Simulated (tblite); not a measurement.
**SiNH$_{3}$: geometry relaxation**

System: SiNH$_{3}$, SMILES N[SiH].
Method: GFN2-xTB geometry optimisation, gas phase (tblite 0.8.0).

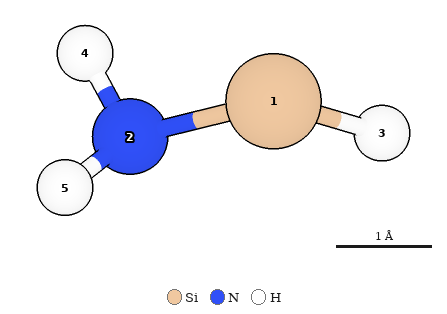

*The starting structure (ball-and-stick view, seen at a tilt; atoms are numbered from 1 in the order of the input).*

Bond lengths as drawn: H–N 1.03 to 1.05 Å, H–Si 1.47 Å and N–Si 1.78 Å.

### Summary

- outcome: converged
- total energy: −166.8223 eV
- hardware: 1 CPU thread, shared host
- peak memory: 0.18 GiB

### Input
```
{"job": {"kind": "relax", "xc": "GFN2-xTB", "basis": "xTB"}, "charge": 0, "multiplicity": 1}
Si     0.945349    -0.187147     0.589949
N     -0.608626     0.025872    -0.246878
H      2.038857     0.108146    -0.350492
H     -1.084097     0.869613     0.108942
H     -1.271974    -0.777095    -0.081433
```

The first line tells a small driver script what to run in tblite; the rest is the geometry in Å.

Run as:
```bash
OMP_NUM_THREADS=1 python <driver script> task.json out
```

### Log
```
step      E/eV     max force
  0    -166.34374    1.540
  1    -166.39305    0.584
  2    -166.41434    0.714
  3    -166.44584    0.611
  4    -166.47363    0.620
  5    -166.49274    0.557
  6    -166.50975    0.340
  7    -166.51847    0.278
  8    -166.52191    0.258
  9    -166.52697    0.222
 10    -166.53019    0.220
 11    -166.53323    0.252
 12    -166.53840    0.329
 13    -166.54767    0.534
 14    -166.55953    0.670
 15    -166.58352    0.811
 16    -166.62773    0.961
 17    -166.67892    0.852
 18    -166.71241    0.663
 19    -166.69262    2.156
 20    -166.75084    0.598
 21    -166.76689    0.370
 22    -166.79165    0.403
 23    -166.79757    0.446
 24    -166.80251    0.491
 25    -166.81367    0.343
 26    -166.81888    0.236
 27    -166.82175    0.088
 28    -166.82215    0.021
 29    -166.82221    0.025
 30    -166.82223    0.017
 31    -166.82224    0.018
 32    -166.82226    0.018
 33    -166.82229    0.019
 34    -166.82232    0.020
 35    -166.82234    0.012
 36    -166.82235    0.003
```

### Trajectory as extended XYZ (Å, eV, eV/Å), 19 of the 37 frames kept, from step=0 to step=36
```
5
Properties=species:S:1:pos:R:3:forces:R:3 step=0 energy=-166.34374
Si    0.9453   -0.1871    0.5899   -0.1530  -0.3780   0.7330
N    -0.6086    0.0259   -0.2469   -0.8420  -0.4150   0.5760
H     2.0389    0.1081   -0.3505   -0.2160   0.2070  -0.5360
H    -1.0841    0.8696    0.1089    0.2560  -0.5830  -0.4690
H    -1.2720   -0.7771   -0.0814    0.9550   1.1690  -0.3040
5
Properties=species:S:1:pos:R:3:forces:R:3 step=2 energy=-166.41434
Si    0.9390   -0.1999    0.6124    0.0070  -0.2420   0.3150
N    -0.6168    0.0188   -0.2299    0.6790   0.1430   0.1700
H     2.0280    0.1151   -0.3678   -0.4630   0.1160  -0.2270
H    -1.0796    0.8557    0.0947   -0.1040   0.1020  -0.1940
H    -1.2511   -0.7503   -0.0893   -0.1190  -0.1180  -0.0640
5
Properties=species:S:1:pos:R:3:forces:R:3 step=4 energy=-166.47363
Si    0.9373   -0.2370    0.6676    0.5720  -0.0570  -0.0750
N    -0.5727    0.0207   -0.1936    0.1070   0.0990  -0.0140
H     1.9706    0.1335   -0.4070   -0.5680  -0.0140   0.2490
H    -1.0819    0.8496    0.0592    0.0540   0.3910  -0.0960
H    -1.2338   -0.7274   -0.1061   -0.1660  -0.4200  -0.0650
5
Properties=species:S:1:pos:R:3:forces:R:3 step=6 energy=-166.50975
Si    0.9649   -0.2656    0.7004    0.1090   0.0480  -0.2720
N    -0.5461    0.0236   -0.1657   -0.2970  -0.1110   0.1080
H     1.9001    0.1460   -0.4200   -0.2410   0.0090   0.2400
H    -1.0758    0.8633    0.0275    0.2910   0.1350  -0.0650
H    -1.2236   -0.7278   -0.1221    0.1390  -0.0810  -0.0110
5
Properties=species:S:1:pos:R:3:forces:R:3 step=8 energy=-166.52191
Si    0.9761   -0.2713    0.6959   -0.2490  -0.0470  -0.0460
N    -0.5480    0.0203   -0.1541   -0.0600  -0.0750   0.1070
H     1.8701    0.1506   -0.4125    0.0460   0.1290  -0.0470
H    -1.0607    0.8757    0.0167    0.2260   0.0010  -0.0570
H    -1.2180   -0.7360   -0.1259    0.0360  -0.0080   0.0430
5
Properties=species:S:1:pos:R:3:forces:R:3 step=10 energy=-166.53019
Si    0.9669   -0.2836    0.6938    0.0040  -0.1250   0.0780
N    -0.5494    0.0121   -0.1347    0.0410  -0.0170  -0.0370
H     1.8457    0.1672   -0.4132    0.1150   0.1600  -0.0520
H    -1.0313    0.8868    0.0005    0.0430   0.0200  -0.0660
H    -1.2123   -0.7431   -0.1262   -0.2030  -0.0370   0.0760
5
Properties=species:S:1:pos:R:3:forces:R:3 step=12 energy=-166.53840
Si    0.9581   -0.3086    0.6951    0.3030  -0.1100  -0.0670
N    -0.5522   -0.0018   -0.1152   -0.0160  -0.0540  -0.0720
H     1.8282    0.2009   -0.4159    0.0300   0.1100   0.1480
H    -0.9921    0.9002   -0.0249   -0.0660  -0.0800  -0.1140
H    -1.2225   -0.7514   -0.1190   -0.2500   0.1330   0.1040
5
Properties=species:S:1:pos:R:3:forces:R:3 step=14 energy=-166.55953
Si    0.9536   -0.3767    0.6842    0.4720   0.0160  -0.4750
N    -0.5651   -0.0404   -0.0792   -0.0490   0.0070   0.0490
H     1.8075    0.2964   -0.4069   -0.1940  -0.0540   0.4960
H    -0.8986    0.9203   -0.0928   -0.1630  -0.5530  -0.2040
H    -1.2779   -0.7603   -0.0851   -0.0650   0.5830   0.1340
5
Properties=species:S:1:pos:R:3:forces:R:3 step=16 energy=-166.62773
Si    0.9812   -0.4513    0.6377   -0.0190   0.1770  -0.7150
N    -0.5749   -0.0825   -0.0615    0.0130  -0.3790   0.2260
H     1.8210    0.4037   -0.3621   -0.4150  -0.2280   0.5540
H    -0.8298    0.8913   -0.1729   -0.1950  -0.2950  -0.1980
H    -1.3780   -0.7219   -0.0210    0.6160   0.7260   0.1330
5
Properties=species:S:1:pos:R:3:forces:R:3 step=18 energy=-166.71241
Si    1.0254   -0.4956    0.5623   -0.5730  -0.2960  -0.1540
N    -0.5625   -0.1128   -0.0422    0.1720  -0.0440   0.1290
H     1.7898    0.4571   -0.2880   -0.0710   0.1850   0.0350
H    -0.8148    0.8384   -0.2450    0.0550   0.2890  -0.2530
H    -1.4182   -0.6476    0.0330    0.4180  -0.1340   0.2440
5
Properties=species:S:1:pos:R:3:forces:R:3 step=20 energy=-166.75084
Si    1.0257   -0.5359    0.5261   -0.3110  -0.3120  -0.0650
N    -0.5600   -0.1257   -0.0167    0.1040   0.5800  -0.1040
H     1.7509    0.5041   -0.2559   -0.0310   0.1350   0.0530
H    -0.7718    0.8277   -0.2961    0.0560  -0.1470  -0.1250
H    -1.4253   -0.6308    0.0627    0.1820  -0.2560   0.2410
5
Properties=species:S:1:pos:R:3:forces:R:3 step=22 energy=-166.79165
Si    1.0232   -0.6218    0.4475    0.0840   0.0470  -0.0890
N    -0.5539   -0.1158    0.0201    0.0790   0.3620  -0.1570
H     1.6728    0.5879   -0.1822    0.0520  -0.1800   0.1560
H    -0.7013    0.7936   -0.3970   -0.1880  -0.0490  -0.0380
H    -1.4213   -0.6046    0.1317   -0.0270  -0.1800   0.1280
5
Properties=species:S:1:pos:R:3:forces:R:3 step=24 energy=-166.80251
Si    1.0212   -0.6180    0.4364    0.0030  -0.1170   0.0030
N    -0.5535   -0.1017    0.0105    0.0020  -0.2330   0.0990
H     1.6820    0.5745   -0.1705    0.1300   0.0160   0.0480
H    -0.7191    0.7964   -0.3966   -0.2380   0.3670  -0.2230
H    -1.4112   -0.6119    0.1404    0.1030  -0.0340   0.0720
5
Properties=species:S:1:pos:R:3:forces:R:3 step=26 energy=-166.81888
Si    1.0192   -0.6400    0.3822   -0.1030  -0.1060   0.0490
N    -0.5558   -0.0843   -0.0017   -0.0910  -0.1970   0.0930
H     1.7128    0.5739   -0.1148    0.1250   0.1040  -0.0460
H    -0.7607    0.8015   -0.4364   -0.1090   0.0740  -0.0380
H    -1.3960   -0.6118    0.1909    0.1790   0.1250  -0.0580
5
Properties=species:S:1:pos:R:3:forces:R:3 step=28 energy=-166.82215
Si    1.0132   -0.6393    0.3818   -0.0070  -0.0120   0.0080
N    -0.5588   -0.0826   -0.0095    0.0030   0.0150   0.0140
H     1.7404    0.5668   -0.1133    0.0070   0.0080  -0.0110
H    -0.7861    0.8063   -0.4336   -0.0040  -0.0080   0.0020
H    -1.3892   -0.6118    0.1948    0.0010  -0.0030  -0.0130
5
Properties=species:S:1:pos:R:3:forces:R:3 step=30 energy=-166.82223
Si    1.0128   -0.6377    0.3875    0.0030   0.0040  -0.0050
N    -0.5582   -0.0821   -0.0087   -0.0010   0.0070   0.0160
H     1.7399    0.5652   -0.1185    0.0040  -0.0040   0.0000
H    -0.7864    0.8074   -0.4304    0.0000   0.0010  -0.0060
H    -1.3885   -0.6134    0.1902   -0.0060  -0.0080  -0.0050
5
Properties=species:S:1:pos:R:3:forces:R:3 step=32 energy=-166.82226
Si    1.0126   -0.6373    0.3887    0.0020   0.0060  -0.0070
N    -0.5584   -0.0809   -0.0069   -0.0110   0.0000   0.0140
H     1.7397    0.5645   -0.1199    0.0050  -0.0030   0.0020
H    -0.7863    0.8082   -0.4301   -0.0020  -0.0110  -0.0010
H    -1.3880   -0.6151    0.1884    0.0050   0.0080  -0.0090
5
Properties=species:S:1:pos:R:3:forces:R:3 step=34 energy=-166.82232
Si    1.0126   -0.6371    0.3878   -0.0020   0.0030  -0.0040
N    -0.5591   -0.0786   -0.0021   -0.0080   0.0020   0.0030
H     1.7408    0.5640   -0.1202    0.0030   0.0000   0.0010
H    -0.7869    0.8079   -0.4316   -0.0020  -0.0190   0.0060
H    -1.3879   -0.6168    0.1862    0.0080   0.0150  -0.0070
5
Properties=species:S:1:pos:R:3:forces:R:3 step=36 energy=-166.82235
Si    1.0128   -0.6375    0.3863   -0.0010   0.0000   0.0000
N    -0.5593   -0.0779   -0.0001    0.0010   0.0010  -0.0010
H     1.7416    0.5644   -0.1193    0.0000   0.0000   0.0000
H    -0.7873    0.8066   -0.4328    0.0000  -0.0020   0.0010
H    -1.3882   -0.6162    0.1860    0.0000   0.0010   0.0000
```

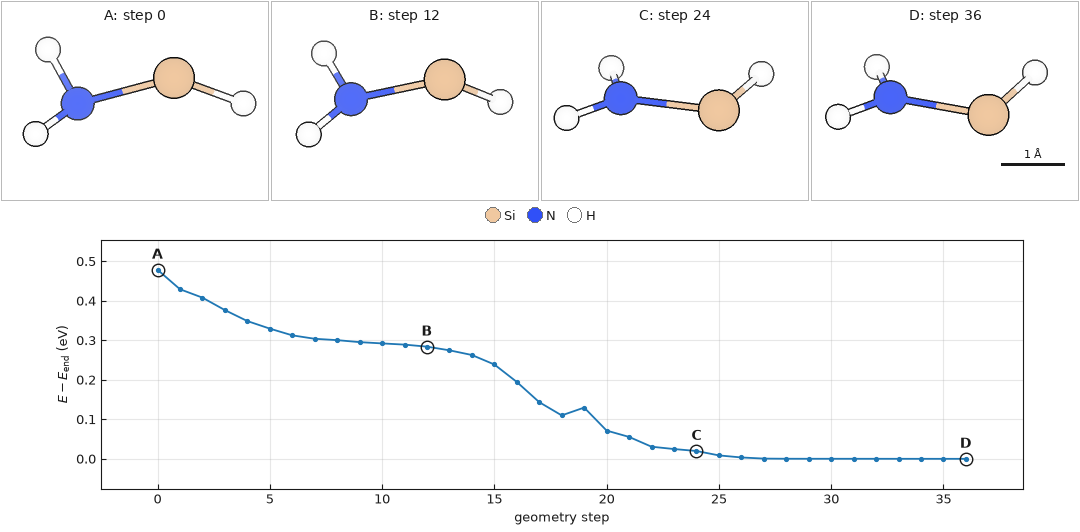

*Frames of the relaxation (ball-and-stick view, seen at a tilt) above the curves, on which the letters mark them (steps are counted from 0).*

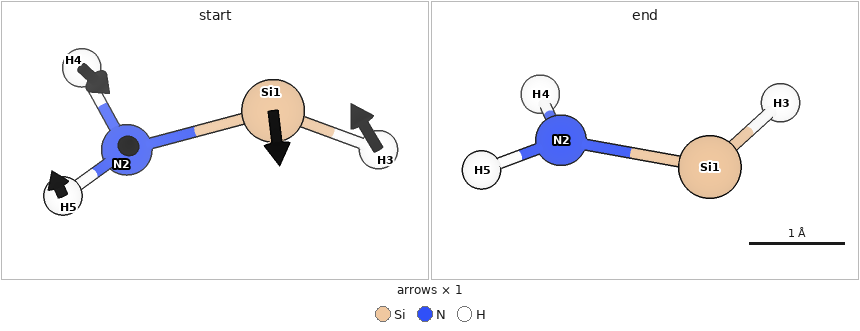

*Before (left) and after (right) the relaxation, at one scale (ball-and-stick view, seen at a tilt). The black arrows give the displacements, at true length.*

After 36 geometry steps the energy has fallen by 0.479 eV. Largest force component: 1.2 eV/Å at the start, 0.002 eV/Å at the end. The atom that moves furthest after the best rigid fit is Si1 (0.60 Å). By element the largest moves are Si 0.60 Å, H 0.59 Å, N 0.28 Å. Among the contacts that change: Si1–N2 1.778 → 1.713 Å, N2–H5 1.055 → 1.006 Å, Si1–H3 1.472 → 1.494 Å, N2–H4 1.032 → 1.011 Å. Among the angles that change: Si1–N2–H4 109.8° → 126.1°, N2–Si1–H3 108.9° → 96.2°, Si1–N2–H5 112.6° → 122.7°. (Atoms are counted from 1 in the order of the input.)
